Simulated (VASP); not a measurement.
Band structure of Co (space group P6/mmm). Level of theory: PBE GGA, VASP's PBE PAW potentials (set 64) (plane waves; VASP).

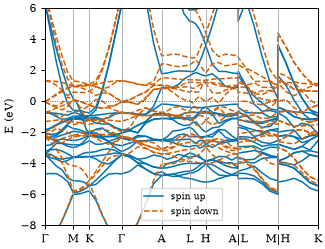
Figure: Bands along high-symmetry lines, zero at the valence-band maximum or, without a gap, the Fermi level

Q: Read the plot: is there a gap, and where are the band edges?

A: It has no gap at this level: it comes out as a metal or semimetal.

The structure was generated: Co was put into an ordered model structure, which need not be its known phase. The cell was not relaxed at this level.
